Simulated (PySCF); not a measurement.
**C2H4B (doublet): density, localisation and related maps**

```
atom    x (Å)    y (Å)    z (Å)
   B  -1.3891  -0.0345  -0.0701
   C   0.0727   0.0028  -0.0006
   C   1.3592   0.0351   0.0610
   H  -1.9562   0.6918  -0.7951
   H  -1.9840  -0.7908   0.5999
   H   1.9095   0.8455   0.5263
   H   1.9913  -0.7451  -0.3485
```

Geometry: GFN2-xTB.

Theory: UKS B3LYP, pcH-1 on B C H, non-relativistic, mean-field spin-orbit, GIAO (PySCF 2.14.0, density-fitted response routines).

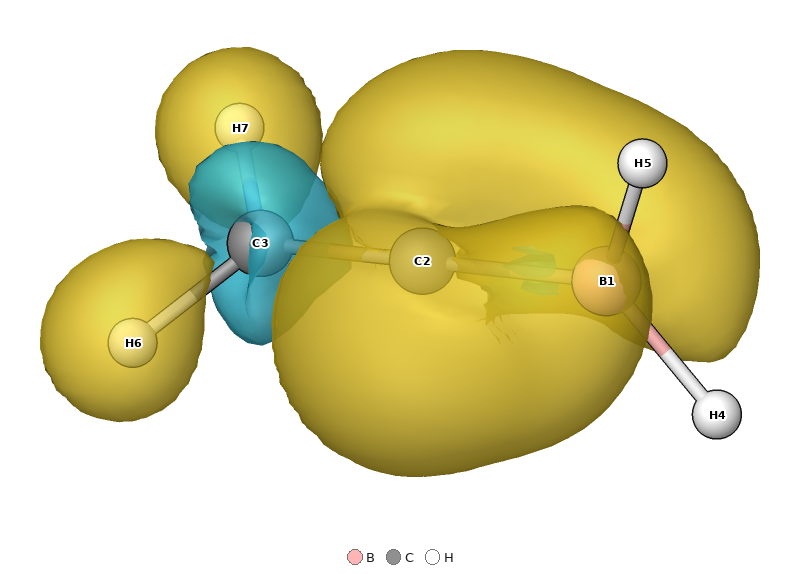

Figure 1. Isosurfaces of the spin density at +0.02 (yellow) and −0.02 e/Å³ (cyan), seen at a tilt.

Where is the unpaired spin?

The unpaired spin (1 electron) lies mostly on C2 (about 0.5) and B1 (about 0.3), in electrons by Hirshfeld's partition.

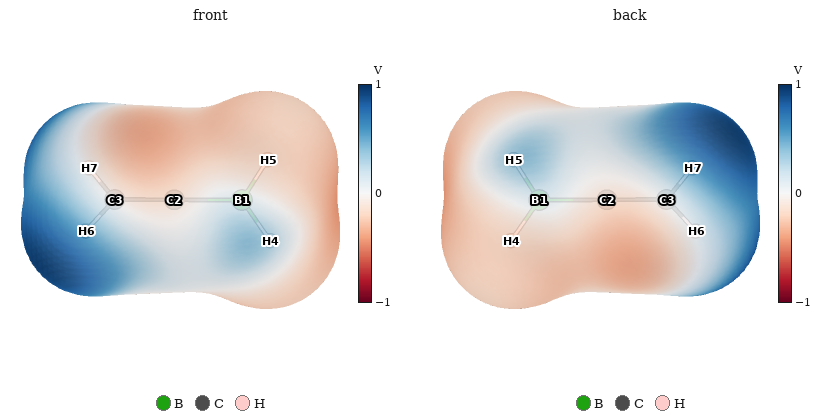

Figure 2. The molecular electrostatic potential painted on the density surface at 0.001 e/bohr³, seen from the front and from behind; red is negative and blue positive.

Describe the electrostatic potential map.

The most negative region (about −0.4 V) lies over C2 and C3, the most positive (about +1.0 V) over H6 and H7.
